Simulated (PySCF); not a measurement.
**C₂H₁₁FSSi₄: density, localisation and related maps**

The calculation's input:

```
{"job": {"kind": "nmr", "xc": "PBE0", "basis": "pcSseg-1"}, "charge": 0, "multiplicity": 1}
F     -1.436774     1.484836     0.901462
C     -1.486335     0.108317     0.668672
Si    -2.885113    -0.222435    -0.607754
C     -0.091897    -0.379048     0.299349
Si     0.692680     0.485819    -1.228368
Si     2.957330     0.116589    -0.903420
S      3.063427    -0.640561     1.128933
Si     1.068261    -0.236899     1.814308
H     -1.775059    -0.318970     1.640045
H     -2.912167    -1.668539    -0.834794
H     -4.136470     0.236070    -0.008661
H     -2.586259     0.512668    -1.833020
H     -0.188186    -1.443634     0.060257
H      0.318934     1.901875    -1.222093
H      0.149214    -0.124825    -2.450968
H      3.833339     1.286297    -0.926077
H      3.600517    -0.928876    -1.694029
H      0.776403    -1.264602     2.806966
H      1.028350     1.105168     2.381732
```

Launched as:

```sh
OMP_NUM_THREADS=1 python probes_run.py task.json out
```

Geometry: GFN2-xTB.

Computed with PySCF 2.14.0, PBE0/pcSseg-1, SCF density, gas phase, non-relativistic.

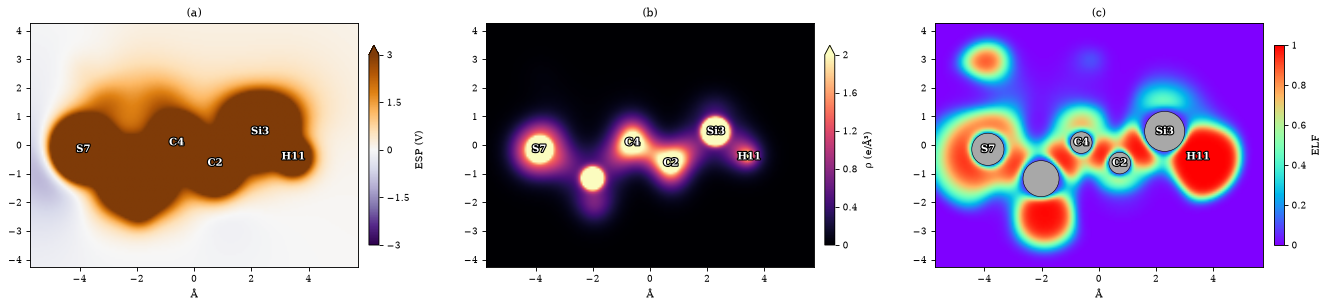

Figure 1. (a) molecular electrostatic potential; (b) total electron density; (c) electron localisation function on the plane of atoms Si3, C2 and C4. Grey discs cover the atomic cores in the ELF map.

**What does the map show?**

Atoms in the plane: C, Si, S and H.
C–C (1.52 Å): ρ at the midpoint is about 1.6 e/Å³; the ELF peaks at about 0.95 between the atoms, as expected for localised, covalent bonding.
C–Si (1.92 Å): ρ at the midpoint is about 0.93 e/Å³; the ELF peaks at about 1 between the atoms; a shared electron pair.
Si–H (1.46 Å): ρ is about 0.82 e/Å³ halfway; the ELF climbs to about 1 towards the hydrogen, as it does in any bond to H.
The ELF also peaks beside S7, away from the bonds: lone-pair regions.
Outside the dense part of the molecule the potential is most negative (−1.0 V) near S7.

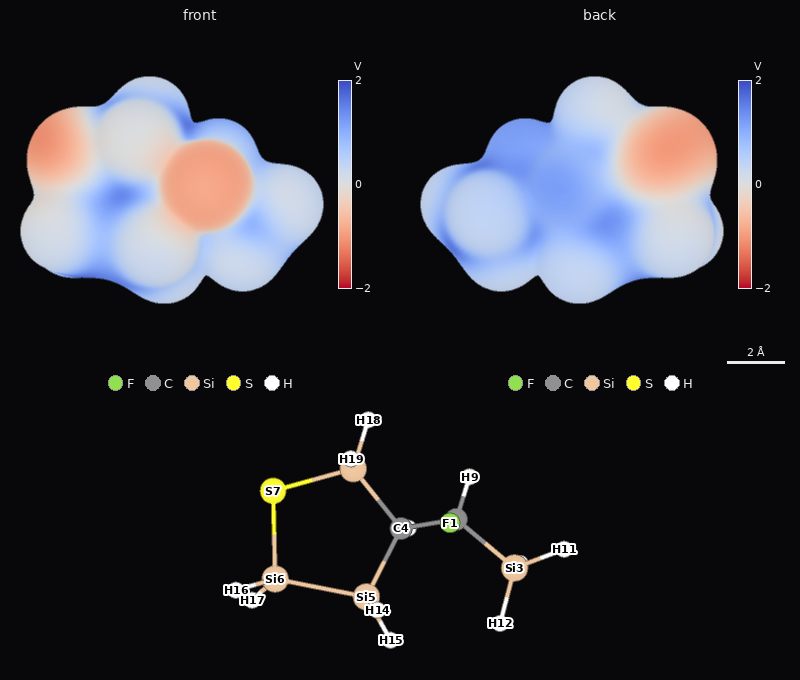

Figure 2. The molecular electrostatic potential painted on the density surface at 0.002 e/bohr³, seen from the front and from behind; red is negative and blue positive. The bare structure is drawn below in the same view.

**Describe the electrostatic potential map.**

The most negative region (about −1.0 V) lies over S7, the most positive (about +1.5 V) over Si3, Si6 and Si8.
